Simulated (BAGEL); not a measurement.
# CH4BO (SMILES [BH]OC) at 3 levels

Aim: a comparison of 3 runs (UHF/STO-3G, UHF/3-21G, UHF/6-31G*) of CH4BO. 

The calculation is run with BAGEL 1.2.2.

## 1. The structure to begin with

The species is CH4BO (7 atoms), meant as a doublet with charge 0. As SMILES, `[BH]OC`. One bond was lengthened or shortened from a relaxed shape.

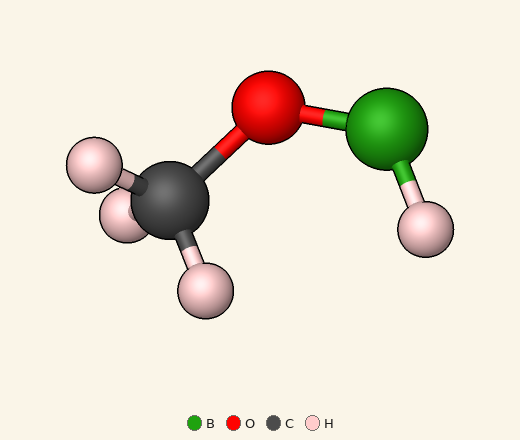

Viewed from a chosen angle; boron green, oxygen red, carbon dark grey, hydrogen pink.

## 2. A single-point energy at UHF/STO-3G (density fitting with qzvpp-jkfit) (run 1)

Input file input.json:

```json
{ "bagel" : [

{
  "title" : "molecule",
  "basis" : "sto-3g",
  "df_basis" : "qzvpp-jkfit",
  "angstrom" : true,
  "geometry" : [
    { "atom" : "B", "xyz" : [      -1.469133,      -0.960978,      -0.158152 ] },
    { "atom" : "O", "xyz" : [      -0.421933,      -0.642378,       0.579248 ] },
    { "atom" : "C", "xyz" : [       0.492667,       0.403322,       0.258648 ] },
    { "atom" : "H", "xyz" : [      -1.778033,      -0.409478,      -1.186852 ] },
    { "atom" : "H", "xyz" : [       0.208267,       0.898722,      -0.672852 ] },
    { "atom" : "H", "xyz" : [       0.493467,       1.124022,       1.077048 ] },
    { "atom" : "H", "xyz" : [       1.638900,      -0.092800,       0.145600 ] }
  ]
},

{
  "title" : "uhf",
  "nopen" : 1
},

{
  "title" : "print",
  "file" : "orbitals.molden",
  "orbitals" : true
}

]}
```

Launch:

```sh
$ BAGEL_NUM_THREADS=1 BAGEL input.json > input.out
```

The program printed:

```text
* using 1 threads per process

  ===============================================================
  ===============================================================

  *** Geometry ***

  { "atom" : "B", "xyz" : [     -2.776259,     -1.815985,     -0.298864 ] },
  { "atom" : "O", "xyz" : [     -0.797338,     -1.213918,      1.094620 ] },
  { "atom" : "C", "xyz" : [      0.931006,      0.762168,      0.488774 ] },
  { "atom" : "H", "xyz" : [     -3.359995,     -0.773801,     -2.242825 ] },
  { "atom" : "H", "xyz" : [      0.393568,      1.698338,     -1.271506 ] },
  { "atom" : "H", "xyz" : [      0.932517,      2.124094,      2.035326 ] },
  { "atom" : "H", "xyz" : [      3.097072,     -0.175367,      0.275144 ] },

  Number of auxiliary basis functions:      299

  Since a DF basis is specified, we compute 2- and 3-index integrals:
    o Being stored without compression. Storage requirement is 0.001 GB

  Number of basis functions:       19
  Number of electrons      :       23

    * METHOD: MOLECULE                             0.03

  *** Open-shell HF ***

  === Nuclear Repulsion ===
    64.0578178906

      * DIIS with orbital gradients will be used.

  === UHF iteration (sto-3g) ===
      0       -137.82130613          0.04091868           0.00
      1       -137.87805389          0.01430895           0.00
      2       -137.88605163          0.00577487           0.00
      3       -137.88745145          0.00203728           0.00
      4       -137.88808490          0.00042434           0.00
      5       -137.88818524          0.00017589           0.00
      6       -137.88822809          0.00005759           0.00
      7       -137.88823836          0.00002976           0.00
      8       -137.88824296          0.00001205           0.00
      9       -137.88824360          0.00000282           0.00
     10       -137.88824362          0.00000123           0.00
     11       -137.88824362          0.00000030           0.00
     12       -137.88824362          0.00000013           0.00
     13       -137.88824362          0.00000008           0.00
     14       -137.88824362          0.00000004           0.00
     15       -137.88824362          0.00000002           0.00
     16       -137.88824362          0.00000001           0.00
    * SCF iteration converged.

    * S^2 (UHF) is 0.7586

    * Permanent dipole moment:
           (   -0.341248,    -0.382070,     0.090688) a.u.

    * METHOD: UHF                                  0.07

    * METHOD: PRINT                                0.00

  ===============================================================
```

It took 0.28 s on 1 thread of AMD EPYC 9R45 (Zen 5), shared host.

## 3. The energy at UHF/3-21G (density fitting with qzvpp-jkfit) (run 2)

Input file input.json:

```json
{ "bagel": [

{
  "title": "molecule",
  "basis": "3-21g",
  "df_basis": "qzvpp-jkfit",
  "angstrom": "true",
  "geometry": [
    { "atom": "B", "xyz": [   -1.469133,   -0.960978,   -0.158152 ] },
    { "atom": "O", "xyz": [   -0.421933,   -0.642378,    0.579248 ] },
    { "atom": "C", "xyz": [    0.492667,    0.403322,    0.258648 ] },
    { "atom": "H", "xyz": [   -1.778033,   -0.409478,   -1.186852 ] },
    { "atom": "H", "xyz": [    0.208267,    0.898722,   -0.672852 ] },
    { "atom": "H", "xyz": [    0.493467,    1.124022,    1.077048 ] },
    { "atom": "H", "xyz": [    1.638900,   -0.092800,    0.145600 ] }
  ]
},
{ "title": "uhf", "nopen": 1 },
{ "title": "print", "file": "orbitals.molden", "orbitals": "true" }

]}
```

Launch:

```sh
$ BAGEL_NUM_THREADS=1 BAGEL input.json > input.out
```

The program printed:

```text
* using 1 threads per process

  ===============================================================
  ===============================================================

  *** Geometry ***

  { "atom" : "B", "xyz" : [     -2.776259,     -1.815985,     -0.298864 ] },
  { "atom" : "O", "xyz" : [     -0.797338,     -1.213918,      1.094620 ] },
  { "atom" : "C", "xyz" : [      0.931006,      0.762168,      0.488774 ] },
  { "atom" : "H", "xyz" : [     -3.359995,     -0.773801,     -2.242825 ] },
  { "atom" : "H", "xyz" : [      0.393568,      1.698338,     -1.271506 ] },
  { "atom" : "H", "xyz" : [      0.932517,      2.124094,      2.035326 ] },
  { "atom" : "H", "xyz" : [      3.097072,     -0.175367,      0.275144 ] },

  Number of auxiliary basis functions:      299

  Since a DF basis is specified, we compute 2- and 3-index integrals:
    o Being stored without compression. Storage requirement is 0.003 GB

  Number of basis functions:       35
  Number of electrons      :       23

    * METHOD: MOLECULE                             0.03

  *** Open-shell HF ***

  === Nuclear Repulsion ===
    64.0578178906

      * DIIS with orbital gradients will be used.

  === UHF iteration (3-21g) ===
      0       -138.82541847          0.05606170           0.01
      1       -138.88908812          0.03615190           0.00
      2       -138.90598586          0.02387639           0.00
      3       -138.91649893          0.00220400           0.00
      4       -138.91716036          0.00059970           0.00
      5       -138.91724884          0.00024045           0.00
      6       -138.91727535          0.00005798           0.00
      7       -138.91728188          0.00002294           0.00
      8       -138.91728419          0.00000846           0.00
      9       -138.91728459          0.00000626           0.00
     10       -138.91728478          0.00000248           0.00
     11       -138.91728482          0.00000079           0.00
     12       -138.91728482          0.00000041           0.00
     13       -138.91728482          0.00000023           0.00
     14       -138.91728482          0.00000010           0.00
     15       -138.91728482          0.00000004           0.00
     16       -138.91728482          0.00000003           0.00
     17       -138.91728482          0.00000001           0.00
     18       -138.91728482          0.00000001           0.00
    * SCF iteration converged.

    * S^2 (UHF) is 0.7542

    * Permanent dipole moment:
           (   -0.552748,    -0.747401,     0.263488) a.u.

    * METHOD: UHF                                  0.12

    * METHOD: PRINT                                0.00

  ===============================================================
```

It took 0.34 s on 1 thread of AMD EPYC 9R45 (Zen 5), shared host.

## 4. The energy at UHF/6-31G(d) (density fitting with qzvpp-jkfit, spherical functions) (run 3)

Input file job.json:

```json
{ "bagel" : [

{
  "title" : "molecule",
  "basis" : "6-31gs.json",
  "df_basis" : "qzvpp-jkfit",
  "angstrom" : true,
  "geometry" : [
    { "atom" : "B", "xyz" : [      -1.469133,      -0.960978,      -0.158152 ] },
    { "atom" : "O", "xyz" : [      -0.421933,      -0.642378,       0.579248 ] },
    { "atom" : "C", "xyz" : [       0.492667,       0.403322,       0.258648 ] },
    { "atom" : "H", "xyz" : [      -1.778033,      -0.409478,      -1.186852 ] },
    { "atom" : "H", "xyz" : [       0.208267,       0.898722,      -0.672852 ] },
    { "atom" : "H", "xyz" : [       0.493467,       1.124022,       1.077048 ] },
    { "atom" : "H", "xyz" : [       1.638900,      -0.092800,       0.145600 ] }
  ]
},

{ "title" : "uhf", "nopen" : 1 },

{ "title" : "print", "file" : "orbitals.molden", "orbitals" : true }

]}
```

The basis set 6-31G* is read from a file made from the Basis Set Exchange's data (not shown).

Launch:

```sh
$ BAGEL_NUM_THREADS=1 BAGEL job.json > job.out
```

The program printed:

```text
* using 1 threads per process

  ===============================================================
  ===============================================================

  *** Geometry ***

  { "atom" : "B", "xyz" : [     -2.776259,     -1.815985,     -0.298864 ] },
  { "atom" : "O", "xyz" : [     -0.797338,     -1.213918,      1.094620 ] },
  { "atom" : "C", "xyz" : [      0.931006,      0.762168,      0.488774 ] },
  { "atom" : "H", "xyz" : [     -3.359995,     -0.773801,     -2.242825 ] },
  { "atom" : "H", "xyz" : [      0.393568,      1.698338,     -1.271506 ] },
  { "atom" : "H", "xyz" : [      0.932517,      2.124094,      2.035326 ] },
  { "atom" : "H", "xyz" : [      3.097072,     -0.175367,      0.275144 ] },

  Number of auxiliary basis functions:      299

  Since a DF basis is specified, we compute 2- and 3-index integrals:
    o Being stored without compression. Storage requirement is 0.006 GB

  Number of basis functions:       50
  Number of electrons      :       23

    * METHOD: MOLECULE                             0.04

  *** Open-shell HF ***

  === Nuclear Repulsion ===
    64.0578178906

      * DIIS with orbital gradients will be used.

  === UHF iteration (6-31gs.json) ===
      0       -139.53553024          0.05294892           0.01
      1       -139.63175305          0.03680103           0.01
      2       -139.66347979          0.02443390           0.01
      3       -139.68718194          0.00210217           0.01
      4       -139.68802836          0.00062784           0.01
      5       -139.68813696          0.00028202           0.01
      6       -139.68817220          0.00007202           0.01
      7       -139.68817966          0.00002159           0.01
      8       -139.68818153          0.00000594           0.01
      9       -139.68818186          0.00000266           0.01
     10       -139.68818196          0.00000159           0.01
     11       -139.68818198          0.00000064           0.01
     12       -139.68818198          0.00000034           0.01
     13       -139.68818198          0.00000016           0.01
     14       -139.68818198          0.00000008           0.01
     15       -139.68818198          0.00000004           0.01
     16       -139.68818198          0.00000002           0.01
     17       -139.68818198          0.00000002           0.01
     18       -139.68818198          0.00000001           0.01
     19       -139.68818198          0.00000001           0.01
    * SCF iteration converged.

    * S^2 (UHF) is 0.7536

    * Permanent dipole moment:
           (   -0.453994,    -0.630013,     0.207479) a.u.

    * METHOD: UHF                                  0.25

    * METHOD: PRINT                                0.00

  ===============================================================
```

Wall time 0.46 s (1 thread of AMD EPYC 9R45 (Zen 5), shared host).

## 5. Overview of the runs

| run | level | energy (Eh) | dipole moment (D) | ⟨S²⟩ | wall time |
| --- | --- | --- | --- | --- | --- |
| 1 | UHF/STO-3G (density fitting with qzvpp-jkfit) | -137.888244 | 1.32 | 0.759 | 0.28 s |
| 2 | UHF/3-21G (density fitting with qzvpp-jkfit) | -138.917285 | 2.46 | 0.754 | 0.34 s |
| 3 | UHF/6-31G* (density fitting with qzvpp-jkfit, spherical functions) | -139.688182 | 2.04 | 0.754 | 0.46 s |

## 6. Summary of results

| quantity | value |
| --- | --- |
| run 3: total energy | -139.68818 Eh |
| run 3: dipole moment | 2.04 D |
| run 3: ⟨S²⟩ | 0.754 |

In words: The dipole moment (its size) runs from 1.32 D (UHF/STO-3G) to 2.46 D (UHF/3-21G). In run 1 the basis is minimal, so the values are rough. All runs together took 1.1 s, the longest 0.46 s.
